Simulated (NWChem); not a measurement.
# OH− (hydroxide): levels of theory compared

We compute a comparison of 6 runs (HF/STO-3G, HF/3-21G, B3LYP/6-31G*, PBE0/def2-SVP, B3LYP/6-31+G*, SVWN5/aug-cc-pVTZ) of OH− (hydroxide). 

The results are computed with NWChem 7.3.0.

1 further run of the same task is left out (set aside as unsound or not needed).

**1. The system as given**

OH−: 2 atoms, total charge -1, spin state singlet. SMILES: `[OH-]`. The coordinates come from a PBE0-D4/def2-TZVPD relaxation.

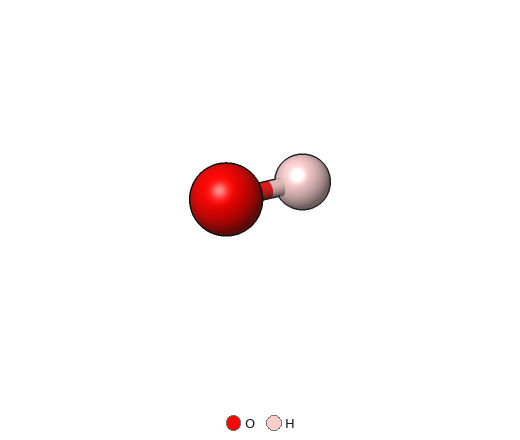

Viewed from a chosen angle; oxygen red, hydrogen pink.

**2. Energy and forces at HF/STO-3G (run 1)**

Contents of calc.nw:

```
start calc
title "HO gradient"
memory stack 880 mb heap 220 mb global 1100 mb
charge -1

geometry noautosym nocenter noautoz
   O        0.411800      -0.131800       0.212500
   H       -0.411800       0.131800      -0.212500
end

basis spherical bse
   O library STO-3G
   H library STO-3G
end

scf
   thresh 1e-08
   maxiter 80
end

task scf gradient
```

Run with:

```sh
nwchem calc.nw > calc.out
```

Log:

```text
[...]
  functions       =     6
[...]
  wavefunction    = RHF
[...]
         Total SCF energy =    -74.056244286782
      One-electron energy =   -118.113426455739
      Two-electron energy =     39.663614810848
 Nuclear repulsion energy =      4.393567358110
        Time for solution =      0.0s
[...]
                         RHF ENERGY GRADIENTS
    atom               coordinates                        gradient
                 x          y          z           x          y          z
   1 O       0.778189  -0.249066   0.401567   -0.084400   0.027013  -0.043553
   2 H      -0.778189   0.249066  -0.401567    0.084400  -0.027013   0.043553
[...]
```

Run time: 0.58 s. Hardware: 1 thread of Intel Xeon 6975P-C (Granite Rapids), shared host; peak memory 0.099 GiB.

**3. Energy and forces at HF/3-21G (run 2)**

Contents of a.nw:

```
start a
title "HO gradient"
memory stack 880 mb heap 220 mb global 1100 mb
charge -1

geometry units au noautosym nocenter noautoz
   O   0.77818922 -0.24906590  0.40156680
   H  -0.77818922  0.24906590 -0.40156680
end

basis spherical bse
   * library 3-21G
end

scf
   thresh 1e-08
   maxiter 80
end

task scf gradient
```

Run with:

```sh
nwchem a.nw > a.out
```

Log:

```text
[...]
  functions       =    11
[...]
  wavefunction    = RHF
[...]
         Total SCF energy =    -74.865881308162
      One-electron energy =   -117.074520925152
      Two-electron energy =     37.815072575520
 Nuclear repulsion energy =      4.393567041471
        Time for solution =      0.0s
[...]
                         RHF ENERGY GRADIENTS
    atom               coordinates                        gradient
                 x          y          z           x          y          z
   1 O       0.778189  -0.249066   0.401567   -0.041228   0.013195  -0.021275
   2 H      -0.778189   0.249066  -0.401567    0.041228  -0.013195   0.021275
[...]
```

Wall time 0.64 s (1 thread of Intel Xeon 6975P-C (Granite Rapids), shared host); peak memory 0.098 GiB.

**4. Energy and forces at B3LYP/6-31G(d) (spherical functions) (run 3)**

Contents of run.py:

```python
from ase import Atoms
from ase.calculators.nwchem import NWChem

atoms = Atoms(['O', 'H'], positions=[
    [0.411800, -0.131800, 0.212500],
    [-0.411800, 0.131800, -0.212500],
])

calc = NWChem(
    label='sp',
    theory='dft',
    memory='2200 mb',
    basis='6-31G*',
    basispar='spherical bse',
    charge=-1,
    dft={'xc': 'b3lyp', 'mult': '1', 'grid': 'xfine', 'convergence': 'energy 1e-08', 'iterations': '100', 'mulliken': None},
)
atoms.calc = calc

forces = atoms.get_forces()
print("Total energy (eV):", round(atoms.get_potential_energy(), 6))
print("forces (eV/A):")
for s, f in zip(atoms.symbols, forces):
    print(f"{s:2s} {f[0]:10.5f} {f[1]:10.5f} {f[2]:10.5f}")
print("dipole (e A):", atoms.get_dipole_moment().round(4))
```

Run with:

```sh
export ASE_NWCHEM_COMMAND="nwchem PREFIX.nwi > PREFIX.nwo"
python run.py
```

Log:

```text
Total energy (eV): -2060.345973
forces (eV/A):
O     0.93182   -0.29825    0.48085
H    -0.93182    0.29825   -0.48085
dipole (e A): [-0.5442  0.1742 -0.2808]
```

The calculator wrote sp.nwi:

```
title "sp"

permanent_dir sp

scratch_dir sp

start sp

geometry units angstrom nocenter noautosym noautoz
  O  4.1180000000000000e-01 -1.3180000000000000e-01 2.1249999999999999e-01
  H  -4.1180000000000000e-01 1.3180000000000000e-01 -2.1249999999999999e-01
end

charge -1

memory 2200 mb

basis spherical bse noprint
   * library 6-31G*
end

dft
  xc b3lyp
  mult 1
  grid xfine
  convergence energy 1e-08
  iterations 100
  mulliken
end

task dft gradient
```

sp.nwo:

```text
Northwest Computational Chemistry Package (NWChem) 7.3.0
             --------------------------------------------------------

           Job information
           ---------------

    nwchem branch   = 7.3.0
    use scalapack   = T
    input           = sp.nwi
    prefix          = sp.
    data base       = sp/sp.db
    status          = startup
    nproc           =        1

           Memory information
           ------------------

    heap     =     72089598 doubles =      550.0 Mbytes
    stack    =     72089595 doubles =      550.0 Mbytes
    global   =    144179200 doubles =     1100.0 Mbytes (distinct from heap & stack)
    total    =    288358393 doubles =     2200.0 Mbytes
    verify   = yes
    hardfail = no

[... 72 lines left out ...]
  convergence criterion.
[... 39 lines left out ...]
          Spatial weights used:  Erf1
[... 69 lines left out ...]
         Total DFT energy =      -75.716318575716
[... 3 lines left out ...]
 Nuclear repulsion energy =        4.393567358110
[... 187 lines left out ...]
          Convergence on gradient requested:  5.00D-04
[... 26 lines left out ...]
          total energy or number of iterations.
[... 18 lines left out ...]
                            NWChem DFT Gradient Module
                            --------------------------

                                        sp

  charge          =  -1.00
  wavefunction    = closed shell

                         DFT ENERGY GRADIENTS

    atom               coordinates                        gradient
                 x          y          z           x          y          z
   1 O       0.778189  -0.249066   0.401567   -0.018121   0.005800  -0.009351
   2 H      -0.778189   0.249066  -0.401567    0.018121  -0.005800   0.009351

                 ----------------------------------------
                 |  Time  |  1-e(secs)   |  2-e(secs)   |
                 ----------------------------------------
                 |  CPU   |       0.00   |       0.01   |
                 ----------------------------------------
                 |  WALL  |       0.00   |       0.01   |
                 ----------------------------------------

 Task  times  cpu:        0.6s     wall:        0.6s
 Total times  cpu:        0.6s     wall:        0.6s
```

It took 1.5 s on 1 thread of Intel Xeon 6975P-C (Granite Rapids), shared host; peak memory 0.11 GiB.

Runs 4 to 5 aren't shown in full; the table further down has their settings and results.

**5. Energy and forces at SVWN5/aug-cc-pVTZ (run 6)**

Contents of ho.nw:

```
start ho
title "HO"
memory total 2200 mb
charge -1

geometry noautosym nocenter noautoz
  O      0.411800    -0.131800     0.212500
  H     -0.411800     0.131800    -0.212500
end

basis spherical bse
  O library aug-cc-pVTZ
  H library aug-cc-pVTZ
end

dft
  xc slater vwn_5
  mult 1
  grid xfine
  convergence energy 1e-08
  iterations 100
  mulliken
  print medium
end

task dft gradient
```

Run with:

```sh
nwchem ho.nw > ho.out
```

Log:

```text
[...]
          Wavefunction type:  closed shell.
          No. of atoms     :     2
          No. of electrons :    10
[...]
          Charge           :    -1
          Spin multiplicity:     1
[...]
          AO basis - number of functions:    69
[...]
              XC Information
              --------------
                        Slater Exchange Functional  1.000 local
                      VWN V Correlation Functional  1.000 local
[...]
 d= 0,ls=0.0,diis     1    -73.6016761296 -7.80D+01  1.00D+00  9.28D+00     0.4
[...]
 d= 0,ls=0.0,diis    11    -75.2871468495 -1.16D-10  4.59D-08  5.17D-11     2.7
         Total DFT energy =      -75.287146849487
      One electron energy =     -116.165271947783
           Coulomb energy =       45.015267504195
    Exchange-Corr. energy =       -8.530709764009
 Nuclear repulsion energy =        4.393567358110
[...]
      Total Density - Mulliken Population Analysis
     ---------------------------------------------
    Atom       Charge   Shell Charges
 -----------   ------   -------------------------------------------------------
    1 O    8     9.04   1.91  0.27  1.00  0.68  0.07  1.29  1.95  1.33  0.53  0.00  0.01 -0.00  0.00  0.00
    2 H    1     0.96   0.26  0.42  0.08 -0.00  0.02  0.07  0.10  0.01  0.01
[...]
  wavefunction    = closed shell
                         DFT ENERGY GRADIENTS
    atom               coordinates                        gradient
                 x          y          z           x          y          z
   1 O       0.778189  -0.249066   0.401567   -0.009129   0.002922  -0.004711
   2 H      -0.778189   0.249066  -0.401567    0.009129  -0.002922   0.004711
[...]
```

Run time: 4.5 s. Hardware: 1 thread of Intel Xeon 6975P-C (Granite Rapids), shared host; peak memory 0.12 GiB.

**6. Overview of the runs**

```tsv
run	level	iteration cap	module	energy (Eh)	HOMO energy (eV)	LUMO energy (eV)	HOMO–LUMO gap (eV)	wall time
1	HF/STO-3G	80	scf	-74.056244	6.86	34.04	27.18	0.58 s
2	HF/3-21G	80	scf	-74.865881	0.57	18.13	17.56	0.64 s
3	B3LYP/6-31G* (spherical functions)	100	dft	-75.716319	4.50	11.46	6.96	1.5 s
4	PBE0/def2-SVP	100	dft	-75.579470	4.10	10.53	6.43	1.3 s
5	B3LYP/6-31+G* (spherical functions)	100	dft	-75.795259	1.33	8.31	6.99	1.6 s
6	SVWN5/aug-cc-pVTZ	100	dft	-75.287147	2.01	3.71	1.69	4.5 s
```

**7. Outcome**

| quantity | value |
| --- | --- |
| run 6: total energy | -75.28715 Eh |
| run 6: HOMO energy | 2.01 eV |
| run 6: LUMO energy | 3.71 eV |
| run 6: HOMO–LUMO gap (to an unbound level, set by the basis) | 1.69 eV |
| run 6: largest force on an atom | 0.549 eV/Å |

The HOMO–LUMO gap runs from 1.69 eV (SVWN5/aug-cc-pVTZ) to 27.18 eV (HF/STO-3G). The two ends differ in method and basis. The empty levels of an anion lie above zero and hang on the basis. Totals of different functionals can't be ranked against each other. In runs 1, 2, 3, 4, 5, 6 the HOMO lies above zero, so the outermost electron may be held by the basis alone. In run 1 the basis is minimal, so the values are rough. All runs together took 10 s, the longest 4.5 s.
